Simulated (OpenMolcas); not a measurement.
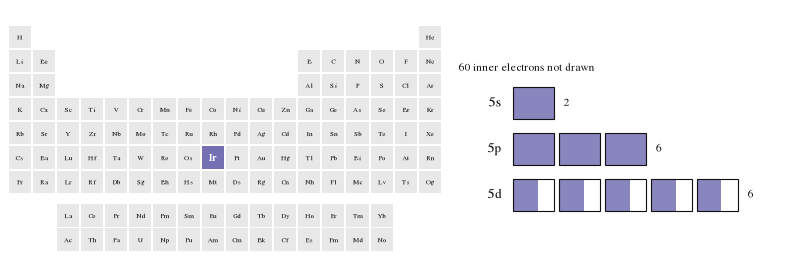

**Figure 1.** Left, the place of iridium in the periodic table; right, the outer shells of the leading configuration of the lowest level: a box for each of the 2l + 1 orbitals, shaded by the share of the shell that is filled, with the electron count at the right.

# Run report: Ir³⁺ complex, multiconfigurational calculation (part 1 of 2)

Ir³⁺ with 6 ligands (Br; octahedron, 2.59 Å), neutralised by 6 outer point charges of +0.5 e, whose field is part of the energies. Computed at this level: state-averaged CASSCF, active space 6 electrons in the shell 5d, basis ANO-RCC-VTZP on the metal and ANO-RCC-VDZP on the ligands, DKH2 scalar Hamiltonian, spin-orbit coupling by RASSI with atomic mean-field integrals (OpenMolcas).

**Input file**
```
&GATEWAY
Coord
7

Ir 0.0 0.0 0.0
Br 2.590000 0.000000 0.000000
Br 0.000000 2.590000 0.000000
Br -2.590000 0.000000 0.000000
Br 0.000000 -2.590000 0.000000
Br 0.000000 0.000000 2.590000
Br 0.000000 0.000000 -2.590000
Basis=Ir.ANO-RCC-VTZP,Br.ANO-RCC-VDZP
Group=XYZ
NoMove
AngMom=0.0 0.0 0.0
AMFI
RICD
XField
3 Angstrom 0
4.990000 0.000000 0.000000 0.500000
0.000000 4.990000 0.000000 0.500000
0.000000 0.000000 4.990000 0.500000
&SEWARD
&RASSCF
FileOrb=start.orb
Symmetry=1
Spin=5
nActEl=6 0 0
Inactive=69 73
Ras2=5 0
CIRoot=5 5 1
SDav=5
CIMx=300
Iter=150 100
PrWF=0.3
OrbListing=Nothing
MaxOrb=1
LevShft=1.0
>>> COPY $Project.JobIph JOB001
&RASSCF
FileOrb=start.orb
Symmetry=1
Spin=3
nActEl=6 0 0
Inactive=69 73
Ras2=5 0
CIRoot=45 45 1
SDav=45
CIMx=300
Iter=150 100
PrWF=0.3
OrbListing=Nothing
MaxOrb=0
LevShft=1.0
>>> COPY $Project.JobIph JOB002
&RASSCF
FileOrb=start.orb
Symmetry=1
Spin=1
nActEl=6 0 0
Inactive=69 73
Ras2=5 0
CIRoot=50 50 1
SDav=50
CIMx=300
Iter=150 100
PrWF=0.3
OrbListing=Nothing
MaxOrb=0
LevShft=1.0
>>> COPY $Project.JobIph JOB003
&RASSI
NrOfJobIphs=3 5 45 50
1 2 3 4 5
1 2 3 4 5 6 7 8 9 10 11 12 13 14 15 16 17 18 19 20 21 22 23 24 25 26 27
28 29 30 31 32 33 34 35 36 37 38 39 40 41 42 43 44 45
1 2 3 4 5 6 7 8 9 10 11 12 13 14 15 16 17 18 19 20 21 22 23 24 25 26 27
28 29 30 31 32 33 34 35 36 37 38 39 40 41 42 43 44 45 46 47 48 49 50
IphNames
JOB001
JOB002
JOB003
EJob
SpinOrbit
DIPRint=1.0
SOCoupling=1000.0
Subsets=2
Property=9
'ANGMOM' 1 'ANGMOM' 2 'ANGMOM' 3 'MLTPL  1' 1 'MLTPL  1' 2 'MLTPL  1' 3
'AMFI' 1 'AMFI' 2 'AMFI' 3
SOProperty=3
'ANGMOM' 1 'ANGMOM' 2 'ANGMOM' 3
```

The file start.orb holds starting orbitals from an earlier step. A driver script formed the levels outside the program, from RASSI's spin-orbit matrix and the active-space energies, averaged over the components of each term or state.

Run as:
```bash
OMP_NUM_THREADS=1 MOLCAS_MEM=3686 MOLCAS_PROJECT=a pymolcas a.inp > a.log  # once for each step of the input, in one work folder
```

**The program's output (extracts)**
```
--- SEWARD ---
Basis set label: IR.ANO-RCC...8S7P5D3F1G.

      Electronic valence basis set:
      ------------------
      Associated Effective Charge  77.000000 au
      Associated Actual Charge     77.000000 au
      Nuclear Model: Point charge

      Shell  nPrim  nBasis  Cartesian Spherical Contaminant
         s      24       8        X
         p      21       7        X
         d      15       5                 X
         f      11       3                 X
         g       4       1                 X
                  Relativistic Douglas-Kroll-Hess integrals:
                    - DKH order of Hamiltonian: 2
                    - DKH order of Properties : 0
                  Atomic mean-field integrals
--- RASSCF ---
Wave function specifications:
      -----------------------------

      Number of closed shell electrons         284
      Number of electrons in active shells       6
      Max number of holes in RAS1 space          0
      Max nr of electrons in RAS3 space          0
      Number of inactive orbitals              142
      Number of active orbitals                  5
      Number of secondary orbitals              99
      Spin quantum number                      2.0
      State symmetry                             1
Orbital specifications:
      -----------------------

      Symmetry species                           1   2
                                                ag  au
      Frozen orbitals                            0   0
      Inactive orbitals                         69  73
      Active orbitals                            5   0
      RAS1 orbitals                              0   0
      RAS2 orbitals                              5   0
      RAS3 orbitals                              0   0
      Secondary orbitals                        49  50
      Deleted orbitals                           0   0
      Number of basis functions                123 123
      Number of CSFs                             5
      Number of root(s) required                 5
      Iter CI   SX   CI       RASSCF       Energy    max ROT     max BLB   max BLB  Level Ln srch  Step   QN
          iter iter root      energy       change     param      element    value   shift minimum  type update
 Nr of preliminary CI iterations:   1
      Total energies have been shifted. Add               -33000.00 au
        1   1   17    0  -437.01594010    0.00E+00  -8.62E-02   26  81 2  2.42E-01*  1.34   0.00    SX    NO
        2   1   17    0  -437.43426478   -4.18E-01* -7.96E-02   26  81 2  1.26E-01*  1.13   0.00    SX    NO
        3   1   16    0  -437.56962708   -1.35E-01* -5.65E-02   22  84 1  6.53E-02*  1.03   0.00    SX    NO
        4   1   16    0  -437.61283062   -4.32E-02* -3.58E-02   64  72 1  3.36E-02*  0.97   0.00    SX    NO
        5   1   16    0  -437.62918419   -1.64E-02* -4.30E-02   64  72 1  2.34E-02*  0.95   2.50    LS   YES
        6   1   16    0  -437.63893460   -9.75E-03* -2.70E-02   13  87 2 -1.62E-02*  0.92   1.39    QN   YES
        7   1   15    0  -437.64246211   -3.53E-03* -1.69E-02   72  87 1 -1.00E-02*  0.91   1.44    QN   YES
        8   1   14    0  -437.64369778   -1.24E-03*  6.73E-03   22  84 1 -3.65E-03*  0.91   1.29    QN   YES
        9   1   13    0  -437.64395721   -2.59E-04* -2.83E-03   22  84 1 -2.34E-03*  0.91   1.32    QN   YES
       10   1   12    0  -437.64401825   -6.10E-05* -1.63E-03   22  84 1 -1.19E-03*  0.91   1.41    QN   YES
       11   1   12    0  -437.64403593   -1.77E-05* -9.19E-04   22  84 1 -5.30E-04*  0.91   1.40    QN   YES
       12   1   11    0  -437.64404064   -4.72E-06* -4.63E-04   22  84 1 -1.93E-04*  0.91   1.39    QN   YES
       13   1   10    0  -437.64404184   -1.20E-06* -1.83E-04   18  92 2 -8.68E-05   0.91   1.37    QN   YES
       14   1    9    0  -437.64404211   -2.68E-07* -7.13E-05   19  83 2  5.76E-05   0.91   1.34    QN   YES
       15   1    8    0  -437.64404216   -5.44E-08* -4.88E-05   22  98 1  2.01E-05   0.91   1.46    QN   YES
       16   1    7    0  -437.64404218   -1.57E-08*  3.57E-05   22  84 1  1.43E-05   0.91   1.58    QN   YES
       17   1    7    0  -437.64404218   -6.33E-09  -1.80E-05   17  81 2 -1.03E-05   0.91   1.33    QN   YES
      Convergence after 17 iterations
       18   1    7    0  -437.64404219   -1.79E-09  -1.80E-05   22  84 1  5.08E-06   0.91   1.33    QN   YES
      Natural orbitals and occupation numbers for root  1
      sym 1:   1.000000   2.000000   1.000000   1.000000   1.000000
      Natural orbitals and occupation numbers for root  2
      sym 1:   1.000000   1.000000   1.000000   2.000000   1.000000
      Natural orbitals and occupation numbers for root  3
      sym 1:   2.000000   1.000000   1.000000   1.000000   1.000000
::    RASSCF root number  1 Total energy: -33437.67181280
::    RASSCF root number  2 Total energy: -33437.67181280
::    RASSCF root number  3 Total energy: -33437.67181279
::    RASSCF root number  4 Total energy: -33437.60238627
::    RASSCF root number  5 Total energy: -33437.60238627
--- RASSCF ---
Wave function specifications:
      -----------------------------

      Number of closed shell electrons         284
      Number of electrons in active shells       6
      Max number of holes in RAS1 space          0
      Max nr of electrons in RAS3 space          0
      Number of inactive orbitals              142
      Number of active orbitals                  5
      Number of secondary orbitals              99
      Spin quantum number                      1.0
      State symmetry                             1
Orbital specifications:
      -----------------------

      Symmetry species                           1   2
                                                ag  au
      Frozen orbitals                            0   0
      Inactive orbitals                         69  73
      Active orbitals                            5   0
      RAS1 orbitals                              0   0
      RAS2 orbitals                              5   0
      RAS3 orbitals                              0   0
      Secondary orbitals                        49  50
      Deleted orbitals                           0   0
      Number of basis functions                123 123
      Number of CSFs                            45
      Number of root(s) required                45
      Iter CI   SX   CI       RASSCF       Energy    max ROT     max BLB   max BLB  Level Ln srch  Step   QN
          iter iter root      energy       change     param      element    value   shift minimum  type update
 Nr of preliminary CI iterations:   1
      Total energies have been shifted. Add               -33000.00 au
        1   1   10    0  -437.55098458    0.00E+00   1.16E-02   73  88 1 -1.30E-02*  0.94   0.00    SX    NO
        2   1   11    0  -437.55246624   -1.48E-03*  9.10E-03   73  88 1 -8.39E-03*  0.94   0.00    SX    NO
        3   1   11    0  -437.55329774   -8.32E-04*  7.21E-03   65  73 1 -6.32E-03*  0.93   0.00    SX    NO
        4   1   11    0  -437.55378916   -4.91E-04* -5.79E-03   65  73 1 -5.07E-03*  0.93   0.00    SX    NO
        5   1   11    0  -437.55408602   -2.97E-04* -8.37E-03   65  73 1 -4.06E-03*  0.93   2.50    LS   YES
        6   1   10    0  -437.55438597   -3.00E-04* -1.17E-02   65  73 1 -2.58E-03*  0.93   2.47    LS   YES
        7   1   10    0  -437.55454977   -1.64E-04*  1.34E-03   61  84 1 -1.90E-03*  0.93   1.05    QN   YES
        8   1    9    0  -437.55456211   -1.23E-05*  2.26E-03   61  84 1 -1.15E-03*  0.93   1.96    QN   YES
        9   1    9    0  -437.55457386   -1.18E-05*  7.41E-04   63  72 1 -2.94E-04*  0.93   1.18    QN   YES
       10   1    9    0  -437.55457544   -1.58E-06*  5.61E-04   63  72 1 -1.86E-04*  0.93   1.50    QN   YES
       11   1    8    0  -437.55457607   -6.28E-07*  2.97E-04   73  88 1 -1.17E-04*  0.93   1.46    QN   YES
       12   1    7    0  -437.55457628   -2.03E-07* -9.06E-05   61  84 1  7.13E-05   0.93   1.39    QN   YES
       13   1    7    0  -437.55457632   -4.54E-08*  3.23E-05   61  84 1  4.51E-05   0.93   1.41    QN   YES
       14   1    6    0  -437.55457633   -9.70E-09   1.77E-05   61  84 1  2.51E-05   0.93   1.49    QN   YES
      Convergence after 14 iterations
       15   1    6    0  -437.55457633   -2.69E-09   1.77E-05   61  84 1  1.04E-05   0.93   1.49    QN   YES
      Natural orbitals and occupation numbers for root  1
      sym 1:   1.971075   1.022275   1.013824   1.974104   0.018722
      Natural orbitals and occupation numbers for root  2
      sym 1:   1.975209   1.244250   0.254276   1.749081   0.777183
      Natural orbitals and occupation numbers for root  3
      sym 1:   1.975242   1.244863   0.254892   1.748441   0.776561
::    RASSCF root number  1 Total energy: -33437.67672235
::    RASSCF root number  2 Total energy: -33437.67672235
::    RASSCF root number  3 Total energy: -33437.67672235
::    RASSCF root number  4 Total energy: -33437.65926335
::    RASSCF root number  5 Total energy: -33437.65926335
::    RASSCF root number  6 Total energy: -33437.65926335
::    RASSCF root number  7 Total energy: -33437.61452210
::    RASSCF root number  8 Total energy: -33437.61452210
::    RASSCF root number  9 Total energy: -33437.61452209
::    RASSCF root number 10 Total energy: -33437.61006715
::    RASSCF root number 11 Total energy: -33437.61006715
::    RASSCF root number 12 Total energy: -33437.61006715
::    RASSCF root number 13 Total energy: -33437.59670009
::    RASSCF root number 14 Total energy: -33437.59670009
::    RASSCF root number 15 Total energy: -33437.59670009
::    RASSCF root number 16 Total energy: -33437.59473962
::    RASSCF root number 17 Total energy: -33437.59473962
::    RASSCF root number 18 Total energy: -33437.59124726
::    RASSCF root number 19 Total energy: -33437.59124726
::    RASSCF root number 20 Total energy: -33437.59124726
::    RASSCF root number 21 Total energy: -33437.55456626
::    RASSCF root number 22 Total energy: -33437.54920222
::    RASSCF root number 23 Total energy: -33437.54920222
::    RASSCF root number 24 Total energy: -33437.54920222
::    RASSCF root number 25 Total energy: -33437.54111961
::    RASSCF root number 26 Total energy: -33437.54111961
::    RASSCF root number 27 Total energy: -33437.52701216
::    RASSCF root number 28 Total energy: -33437.52701216
::    RASSCF root number 29 Total energy: -33437.52701216
::    RASSCF root number 30 Total energy: -33437.52527743
--- RASSCF ---
Wave function specifications:
      -----------------------------

      Number of closed shell electrons         284
      Number of electrons in active shells       6
      Max number of holes in RAS1 space          0
      Max nr of electrons in RAS3 space          0
      Number of inactive orbitals              142
      Number of active orbitals                  5
      Number of secondary orbitals              99
      Spin quantum number                      0.0
      State symmetry                             1
Orbital specifications:
      -----------------------

      Symmetry species                           1   2
                                                ag  au
      Frozen orbitals                            0   0
      Inactive orbitals                         69  73
      Active orbitals                            5   0
      RAS1 orbitals                              0   0
      RAS2 orbitals                              5   0
      RAS3 orbitals                              0   0
      Secondary orbitals                        49  50
      Deleted orbitals                           0   0
      Number of basis functions                123 123
      Number of CSFs                            50
      Number of root(s) required                50
      Iter CI   SX   CI       RASSCF       Energy    max ROT     max BLB   max BLB  Level Ln srch  Step   QN
          iter iter root      energy       change     param      element    value   shift minimum  type update
 Nr of preliminary CI iterations:   1
      Total energies have been shifted. Add               -33000.00 au
        1   1   10    0  -437.51175530    0.00E+00   6.37E-03   73  88 1 -6.36E-03*  0.92   0.00    SX    NO
        2   1   11    0  -437.51216217   -4.07E-04*  4.95E-03   73  88 1 -4.46E-03*  0.92   0.00    SX    NO
        3   1   10    0  -437.51239774   -2.36E-04*  4.02E-03   65  73 1 -3.54E-03*  0.92   0.00    SX    NO
        4   1   10    0  -437.51254131   -1.44E-04* -3.27E-03   65  73 1 -2.88E-03*  0.91   0.00    SX    NO
        5   1   10    0  -437.51263080   -8.95E-05* -4.81E-03   65  73 1 -2.35E-03*  0.91   2.50    LS   YES
        6   1   10    0  -437.51272487   -9.41E-05* -7.00E-03   65  73 1 -1.56E-03*  0.91   2.50    LS   YES
        7   1    9    0  -437.51278215   -5.73E-05*  1.25E-03   61  84 1 -9.96E-04*  0.91   1.11    QN   YES
        8   1    9    0  -437.51278739   -5.25E-06*  1.82E-03   61  84 1 -6.60E-04*  0.91   2.47    LS   YES
        9   1    9    0  -437.51279035   -2.96E-06*  8.12E-04   73  88 1  5.06E-04*  0.91   1.03    QN   YES
       10   1    8    0  -437.51279287   -2.52E-06*  4.56E-04   62  72 1 -2.39E-04*  0.91   1.56    LS   YES
       11   1    8    0  -437.51279325   -3.73E-07*  3.19E-04   43  87 2  2.54E-04*  0.91   1.00    QN   YES
       12   1    8    0  -437.51279354   -2.98E-07* -1.51E-04   37  85 2 -9.70E-05   0.91   1.10    QN   YES
       13   1    7    0  -437.51279368   -1.34E-07* -1.49E-04   61  84 1  5.53E-05   0.91   1.99    LS   YES
       14   1    7    0  -437.51279370   -2.65E-08*  2.97E-05   61  97 1 -3.94E-05   0.91   0.75    QN   YES
       15   1    6    0  -437.51279372   -1.29E-08* -1.45E-05   61  84 1  2.83E-05   0.91   1.51    QN   YES
       16   1    5    0  -437.51279372   -3.62E-09  -1.63E-05   61  84 1  1.64E-05   0.91   1.39    QN   YES
      Convergence after 16 iterations
       17   1    5    0  -437.51279372   -5.68E-10  -1.63E-05   61  84 1  6.84E-06   0.91   1.39    QN   YES
      Natural orbitals and occupation numbers for root  1
      sym 1:   0.020222   1.986518   1.986518   1.986518   0.020222
      Natural orbitals and occupation numbers for root  2
      sym 1:   0.029667   1.016929   1.976359   1.990942   0.986103
      Natural orbitals and occupation numbers for root  3
      sym 1:   0.949074   1.991053   1.939364   1.053984   0.066525
::    RASSCF root number  1 Total energy: -33437.71037518
::    RASSCF root number  2 Total energy: -33437.65266478
::    RASSCF root number  3 Total energy: -33437.65266478
::    RASSCF root number  4 Total energy: -33437.65266478
::    RASSCF root number  5 Total energy: -33437.62061832
::    RASSCF root number  6 Total energy: -33437.62061832
::    RASSCF root number  7 Total energy: -33437.62061831
::    RASSCF root number  8 Total energy: -33437.58255081
::    RASSCF root number  9 Total energy: -33437.58255081
::    RASSCF root number 10 Total energy: -33437.58255081
::    RASSCF root number 11 Total energy: -33437.58122181
::    RASSCF root number 12 Total energy: -33437.58122181
::    RASSCF root number 13 Total energy: -33437.57657114
::    RASSCF root number 14 Total energy: -33437.56082104
::    RASSCF root number 15 Total energy: -33437.56082104
::    RASSCF root number 16 Total energy: -33437.56082104
::    RASSCF root number 17 Total energy: -33437.55834935
::    RASSCF root number 18 Total energy: -33437.55834935
::    RASSCF root number 19 Total energy: -33437.55834935
::    RASSCF root number 20 Total energy: -33437.55738655
::    RASSCF root number 21 Total energy: -33437.52873577
::    RASSCF root number 22 Total energy: -33437.52873577
::    RASSCF root number 23 Total energy: -33437.52029102
::    RASSCF root number 24 Total energy: -33437.52029102
::    RASSCF root number 25 Total energy: -33437.52029102
::    RASSCF root number 26 Total energy: -33437.50549911
::    RASSCF root number 27 Total energy: -33437.50549911
::    RASSCF root number 28 Total energy: -33437.49791635
::    RASSCF root number 29 Total energy: -33437.49519500
::    RASSCF root number 30 Total energy: -33437.49259503
```

(Continued in part 2.) Outcome of the run: converged.
